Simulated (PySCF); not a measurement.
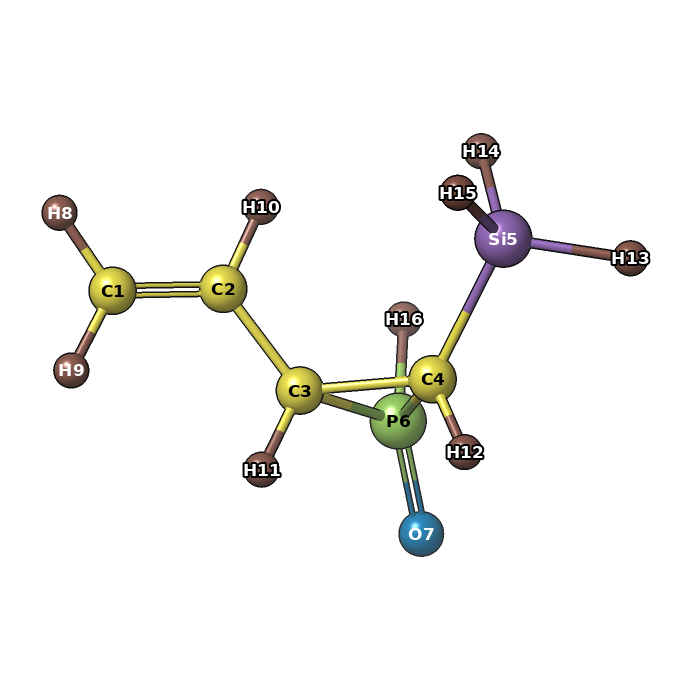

The geometry was computed by an optimisation with PBE0-D3(BJ)/def2-SVP. No frequency run is at hand to confirm it as a minimum. Properties computed with delta-SCF UKS SCAN, pcX-2 on the ionised atom, pcseg-1 elsewhere, spin-free X2C (PySCF 2.14.0).

Give the core-electron binding energies (to vacuum; p and d levels without spin–orbit splitting) of C1 1s, C2 1s, C3 1s, C4 1s, Si5 1s, Si5 2p, P6 1s, P6 2p, O7 1s.

| atom | level | binding energy (eV) |
| --- | --- | --- |
| C1 | 1s | 290.2 |
| C2 | 1s | 291.0 |
| C3 | 1s | 291.1 |
| C4 | 1s | 290.6 |
| Si5 | 1s | 1846.8 |
| Si5 | 2p | 107.2 |
| P6 | 1s | 2151.9 |
| P6 | 2p | 138.4 |
| O7 | 1s | 536.5 |
